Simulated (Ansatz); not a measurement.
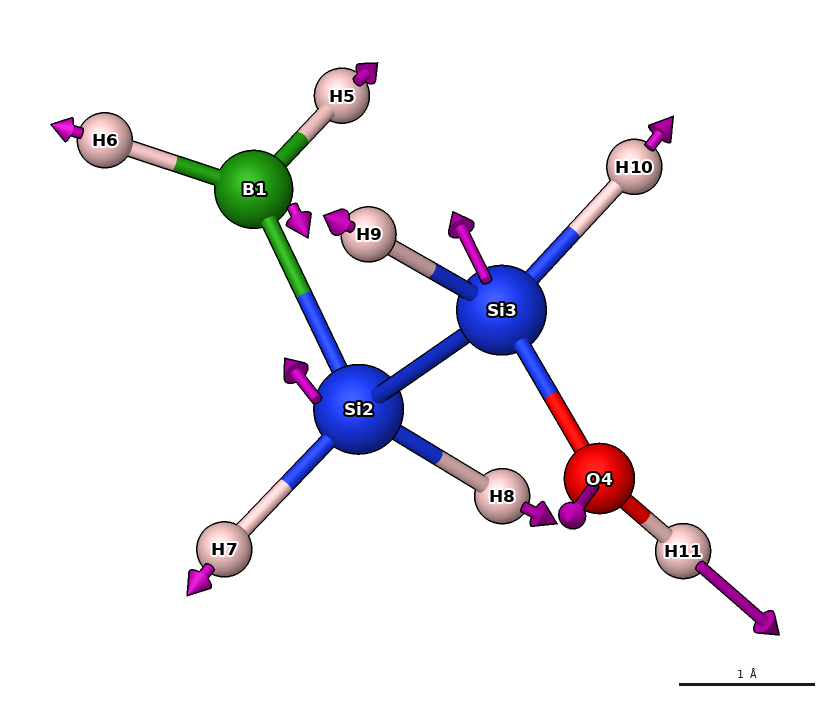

Arrows show the forces on the atoms, 2 Å of arrow for 1 eV/Å; forces under a tenth of the largest aren't drawn. Level of theory: PBE-D4/def2-TZVPP (Ansatz 0.2.0).

Q: On which atom is the force largest, and how large is it?

A: On O4: 0.51 eV/Å.

List the force components in the frame of the picture (x right, y up, z towards the viewer), in eV/Å.

```tsv
atom	Fx	Fy	Fz
B1	0.06	−0.12	0.06
Si2	−0.12	0.16	−0.15
Si3	−0.13	0.26	−0.21
O4	−0.10	−0.13	0.49
H5	0.08	0.07	−0.07
H6	−0.12	0.03	0.04
H7	−0.09	−0.11	0.07
H8	0.13	−0.06	−0.05
H9	−0.11	0.04	0.10
H10	0.09	0.12	−0.05
H11	0.30	−0.26	−0.23
```
